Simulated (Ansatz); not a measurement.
Band structure of LaS2 (P4/nmm, 6 atoms in the cell).

```yaml
crystal:
  lattice:
    - [4.04634, 0.00000, 0.00000]
    - [0.00000, 4.04634, 0.00000]
    - [0.00000, 0.00000, 8.31768]
  atoms:
    - { symbol: La, position: [0.00000, 0.50000, 0.72423] }
    - { symbol: La, position: [0.50000, 0.00000, 0.27577] }
    - { symbol: S, position: [0.00000, 0.50000, 0.36397] }
    - { symbol: S, position: [0.50000, 0.00000, 0.63603] }
    - { symbol: S, position: [0.00000, 0.00000, 0.00000] }
    - { symbol: S, position: [0.50000, 0.50000, 0.00000] }
```

Method of the run: PBEsol, PAW files made with PBE (plane waves; Ansatz, a quantum-chemistry and plane-wave program).

Settings: kpoints.mp_grid.grid = 7 7 4; hamiltonian.xc = pbesol; hamiltonian.pseudopotentials = {kind: paw} (the program's default PAW files); scf.occupations.method = fermi_dirac; scf.occupations.width = 0.1 eV; kpoints.band_path.npoints = 8.

The starting cell comes from a database of computed structures (which also holds hypothetical and non-ambient phases and stackings), without a prior relaxation at this level.

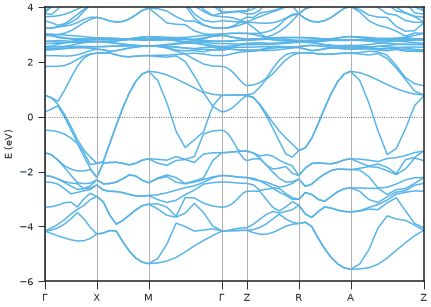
*Bands along the path, energies from the Fermi level.*

Levels in eV from the Fermi level, bands 19 to 26:
```
point     19     20     21     22     23     24    25    26
-----  -----  -----  -----  -----  -----  -----  ----  ----
Γ      -2.14  -1.31  -1.31  -0.49   0.18   0.78  0.78  1.83
X      -2.30  -2.30  -2.21  -2.21  -1.70  -1.70  2.32  2.32
M      -2.41  -2.41  -1.53  -1.53   1.65   1.65  2.23  2.23
Z      -2.22  -1.60  -1.25  -1.25   0.76   0.80  0.80  1.13
R      -2.27  -2.27  -2.15  -2.15  -1.23  -1.23  2.32  2.32
A      -1.93  -1.93  -1.53  -1.53   1.65   1.65  2.32  2.32
```

Bands cross the Fermi level along this path, so the cell is metallic at this level.

Keys are those of Ansatz 0.2.
